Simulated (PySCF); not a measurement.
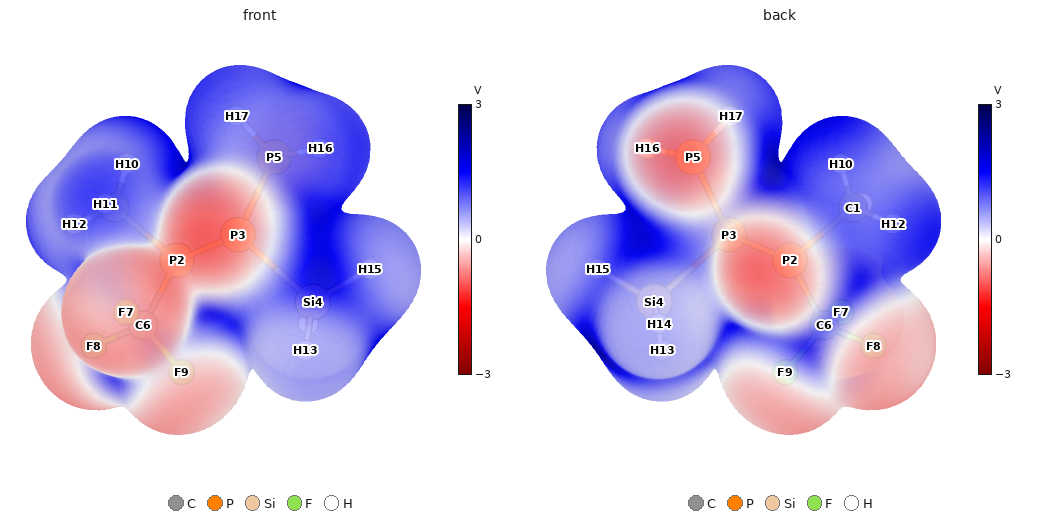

Figure. C2H8F3P3Si (SMILES CP(P([SiH3])P)C(F)(F)F). The electrostatic potential painted on the density surface at 0.004 e/bohr³, seen from the front and from behind; red is negative and blue positive.

Geometry: GFN2-xTB.

Method: PySCF, PBE0/pcSseg-1, SCF density, gas phase, non-relativistic.

```yaml
atoms:
  - { symbol: C, position_ang: [1.6915, -1.2977, 0.9818] }
  - { symbol: P, position_ang: [0.6365, -0.7900, -0.4461] }
  - { symbol: P, position_ang: [-0.7710, 0.5208, 0.5821] }
  - { symbol: Si, position_ang: [-2.0000, 1.1008, -1.2438] }
  - { symbol: P, position_ang: [-2.0094, -1.1215, 1.2852] }
  - { symbol: C, position_ang: [1.7549, 0.6157, -0.9986] }
  - { symbol: F, position_ang: [2.0793, 1.4872, -0.0333] }
  - { symbol: F, position_ang: [2.9152, 0.1332, -1.4732] }
  - { symbol: F, position_ang: [1.2005, 1.3298, -1.9913] }
  - { symbol: H, position_ang: [1.1654, -2.0810, 1.5290] }
  - { symbol: H, position_ang: [1.8920, -0.4557, 1.6465] }
  - { symbol: H, position_ang: [2.6274, -1.7069, 0.5978] }
  - { symbol: H, position_ang: [-1.5376, 2.4410, -1.5929] }
  - { symbol: H, position_ang: [-1.8163, 0.1408, -2.3334] }
  - { symbol: H, position_ang: [-3.3959, 1.1107, -0.7918] }
  - { symbol: H, position_ang: [-3.0156, -0.2658, 1.7214] }
  - { symbol: H, position_ang: [-1.4240, -1.1494, 2.5506] }
```

**Describe the electrostatic potential map.**

The most negative region (about −1.0 V, or −23 kcal/mol for a unit charge) lies over P3, the most positive (about +2.0 V, or +46 kcal/mol for a unit charge) over P2, Si4 and P5.
